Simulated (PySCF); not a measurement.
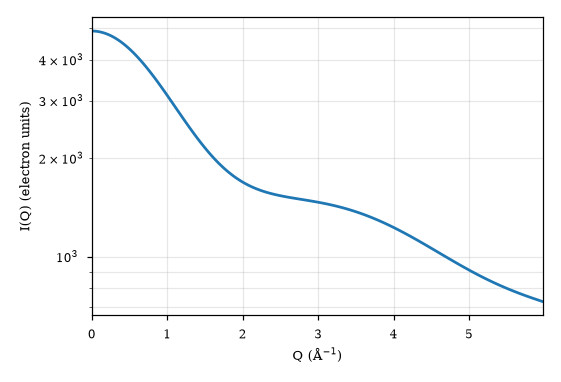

Elastic X-ray scattering of a randomly oriented, rigid molecule, calculated with the Debye equation from neutral-atom form factors (independent atoms, no Compton part, no vibration). The geometry is the end point of an optimisation (PBE0-D3(BJ)/def2-SVP geometry optimisation, gas phase (PySCF 2.14.0, density-fitted response routines)); it may be a saddle point or a higher isomer. It contains Sn, H, C, F.

### How many electrons does the independent-atom model of the molecule hold?

I(0) is the square of the electron number: I(0) = 4900, so about 70 electrons, the count of CH5FSn.

### What radius of gyration does the initial fall-off give?

From I(Q) ≈ I(0) exp(−Q²R²/3) at small Q, R ≈ 1.25 Å. It is larger than the electron-weighted radius of the nuclear positions alone (1.09 Å), because each atom's electron cloud adds to it.
